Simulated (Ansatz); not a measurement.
```yaml
atoms:
  - { symbol: C, position_ang: [-1.3901, 1.8328, 1.1316] }
  - { symbol: F, position_ang: [-0.4518, 3.8999, -0.7702] }
  - { symbol: F, position_ang: [-1.0282, 1.9775, -2.5222] }
  - { symbol: O, position_ang: [-0.9008, 1.4505, 0.0581] }
  - { symbol: Si, position_ang: [-0.1273, 2.4254, -1.2958] }
  - { symbol: H, position_ang: [-1.4368, 2.9072, 1.3898] }
  - { symbol: H, position_ang: [-1.7782, 1.0634, 1.8214] }
```

Geometry: B3LYP-D3(BJ)/def2-SVP.

Theory: isolated molecule in a Gaussian basis; Kohn-Sham density functional theory, functional PBE0 in Ansatz.

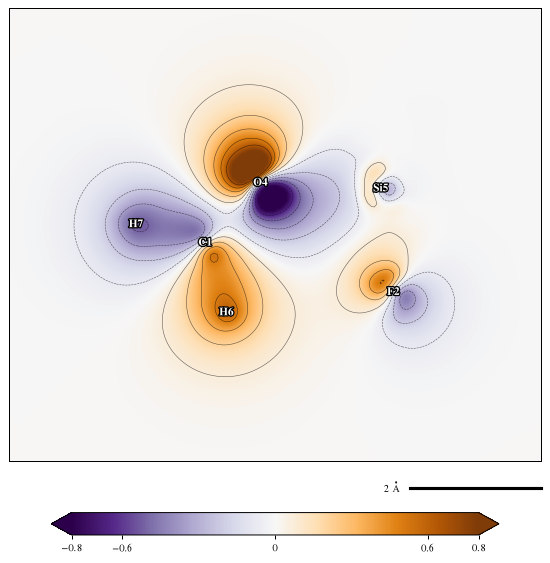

CH2F2OSi (charge +1, doublet). One frontier orbital on the plane of atoms O4, C1 and H7 (values in Å⁻³ᐟ²; the overall sign is arbitrary).

**Which orbital is it: HOMO (β) or LUMO (β)?**

The HOMO (β), at −16.60 eV. Its weight (Hirshfeld) is mainly on O4 (about 45 %), C1 (about 20 %), H6 (about 10 %) and H7 (about 10 %).
